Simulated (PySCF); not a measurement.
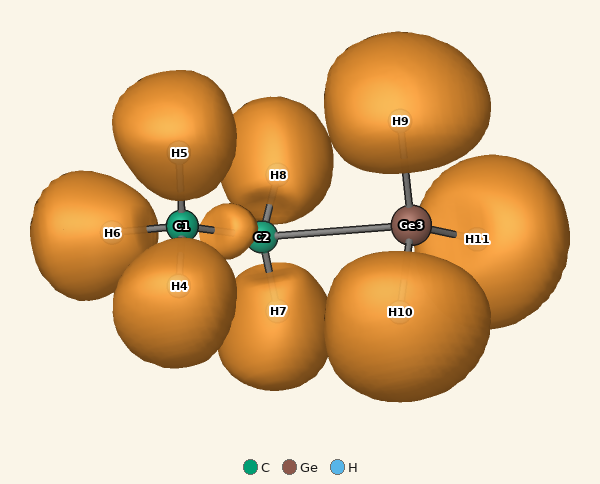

Figure. C2H8Ge (charge +1, doublet). Isosurface of the electron localisation function at 0.85 (orange), seen from one side. Only the valence region is drawn (cores and ρ < 0.01 e/Å³ removed).

Geometry: PBE0-D3(BJ)/ma-def2-SVP.

Computed with DFT single point, gas phase, functional wB97X in PySCF 2.14.0, density-fitted response routines.

```yaml
atoms:
  - { symbol: C, position_ang: [-1.2608, 0.6721, -0.1611] }
  - { symbol: C, position_ang: [-0.5275, -0.5960, -0.1454] }
  - { symbol: Ge, position_ang: [1.6832, -0.1901, 0.2515] }
  - { symbol: H, position_ang: [-1.2788, 1.1970, 0.8054] }
  - { symbol: H, position_ang: [-0.9840, 1.3454, -0.9857] }
  - { symbol: H, position_ang: [-2.3268, 0.3908, -0.3600] }
  - { symbol: H, position_ang: [-0.6338, -1.2577, 0.7282] }
  - { symbol: H, position_ang: [-0.3324, -1.1061, -1.1015] }
  - { symbol: H, position_ang: [1.9684, 0.6917, -0.9609] }
  - { symbol: H, position_ang: [1.5445, 0.4895, 1.6109] }
  - { symbol: H, position_ang: [2.1701, -1.6355, 0.2180] }
```

Identify the bonds, lone pairs and shells in this picture.

At this value the surface marks out one region between bonded C–C atoms (shared pairs) and eight regions around hydrogen nuclei.

Values along the shortest contacts:
C–C (1.46 Å): the ELF peaks at about 0.95 between the atoms; a covalent bond. C–Ge (2.28 Å): the ELF peaks at about 0.80 in the valence shell of C, 0.8 Å from its nucleus, and is about 0.65 at the midpoint.
